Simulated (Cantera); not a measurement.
Feed: 1 mol Al, 8.8 mol NH₃, 740 mol N₂, 6 mol HCl, at 0.0133 bar.

Method: chemical equilibrium by Gibbs-energy minimisation in Cantera with the NASA 1993 tables (ideal gas, pure condensed phases). Candidate condensed phases: Al, AlCl₃, AlN, NH₄Cl; 20 gas species. The tables' values for AlCl₂ are old estimates; treat these amounts as uncertain. Equilibrium is a limit: real reactors are often held back by kinetics, nucleation or transport.

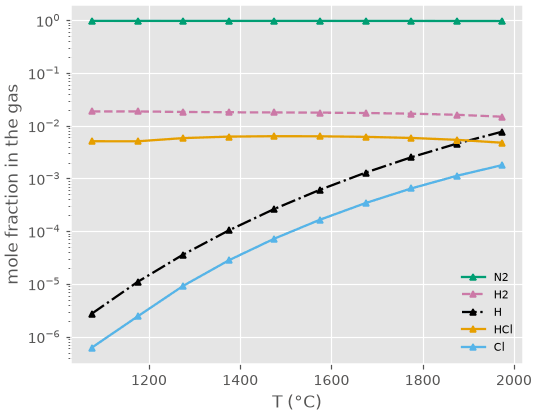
Equilibrium gas composition (values under 1e-9 drawn at 1e-9)

At 1075 °C the condensed part is AlN(s). From 1175 °C to 1975 °C nothing is condensed. The main Al-bearing gas is AlCl₃ at 1075 °C and AlCl at 1975 °C.
